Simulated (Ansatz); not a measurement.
# SnO (litharge type, space group P4/nmm): energy over volume and axial ratio

SnO (litharge type, space group P4/nmm)

```xyz
4
Lattice="3.8362 0.0000 0.0000 0.0000 3.8362 0.0000 0.0000 0.0000 4.7574" Properties=species:S:1:pos:R:3 pbc="T T T"
Sn     1.9181     0.0000     1.1581
Sn     0.0000     1.9181     3.5993
O      0.0000     0.0000     0.0000
O      1.9181     1.9181     0.0000
```

Grid over V/V₀ and (c/a)/(c/a)₀, subscript 0 meaning the relaxed cell; the conventional c axis lies along z; no internal relaxation.

Level of theory: PBE-D3(BJ) (plane waves to 420 eV, PAW, scalar-relativistic; Ansatz, a first-principles code). k mesh 12×12×10 (Γ-centred), Fermi-Dirac smearing 0.05 eV. E stands for the smeared free energy. Compression counts positive. As the atoms are clamped, bonds stretch with the cell, which overstates energies and stresses. With partly filled bands, the response to shear is sensitive to the k mesh, so small differences along c/a are uncertain. At this level the bands of SnO touch or barely overlap; measurements give the solid a gap. SnO was relaxed with its symmetry unable to fall. The PAW data are Ansatz's earlier set. ΔE is measured from the relaxed starting cell.

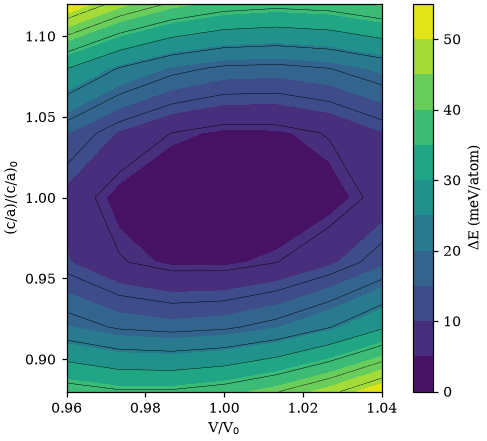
Figure: ΔE (meV/atom) over the 7×7 grid of computed points.

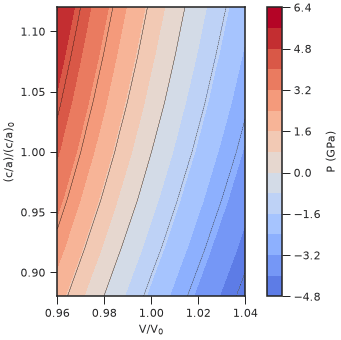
Figure: P (GPa) over the 7×7 grid of computed points.

The modulus against c/a change at fixed volume, (3/4V)·∂²E/∂(ln c/a)² (fit, atoms clamped) comes out as 37 GPa, an upper bound as the atoms could relax. Highest place on the grid: V/V₀ = 0.960, (c/a)/(c/a)₀ = 1.120 (53 meV/atom). Lowest place on the grid: V/V₀ = 1.000, (c/a)/(c/a)₀ = 1.000 (0 meV/atom).

Near the relaxed cell σzz − σxx = −2Cδ (compression positive), C being this modulus and δ the logarithm of the ratio.

(Under strain, the slope of the energy per volume gives the stress and its curvature an elastic modulus.)
